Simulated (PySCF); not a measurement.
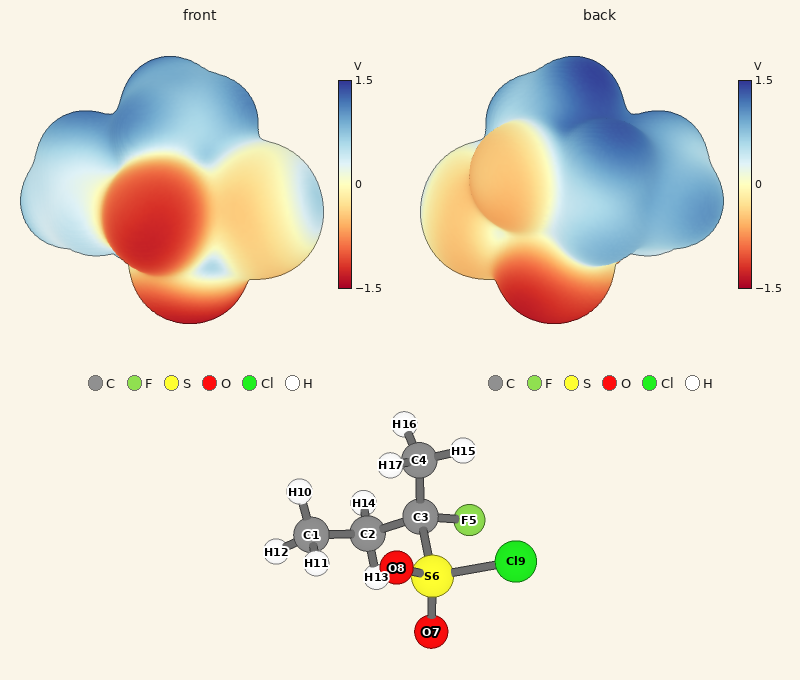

Figure 1: C4H8ClFO2S (SMILES CC[C@](C)(F)S(=O)(=O)Cl). The molecular electrostatic potential painted on the density surface at 0.002 e/bohr³, seen from the front and from behind; red is negative and blue positive. The bare structure is drawn below in the same view.

Geometry: GFN2-xTB.

Computed with PBE0/pcSseg-1, SCF density, gas phase, non-relativistic (PySCF).

The calculation's input:

```
{"job": {"kind": "nmr", "xc": "PBE0", "basis": "pcSseg-1"}, "charge": 0, "multiplicity": 1}
C      1.782173     0.213210     0.546895
C      1.024977     0.170179    -0.773652
C     -0.432064    -0.203427    -0.611983
C     -0.780908    -1.476791     0.104124
F     -1.054813    -0.135144    -1.829747
S     -1.236725     1.185549     0.330829
O     -0.899626     2.445865    -0.242429
O     -1.050652     1.007103     1.736733
Cl    -3.206004     0.863032    -0.030519
H      1.852739    -0.775068     0.993857
H      1.288662     0.879673     1.248510
H      2.790452     0.580729     0.374262
H      1.051088     1.154541    -1.247363
H      1.490005    -0.545652    -1.458403
H     -1.838236    -1.691926    -0.041400
H     -0.195991    -2.312952    -0.275939
H     -0.592075    -1.346893     1.166315
```

Command:

```sh
OMP_NUM_THREADS=1 python probes_run.py task.json out
```

> Describe the electrostatic potential map.

The most negative region (about −1.3 V) lies over O7 and O8, the most positive (about +1.4 V) over H16. Cl9 shows a σ-hole: about +0.6 V at the tip opposite its bond, against about −0.1 V on its flanks.

> What dipole moment does the calculation give?

Its dipole moment is 4.16 D.
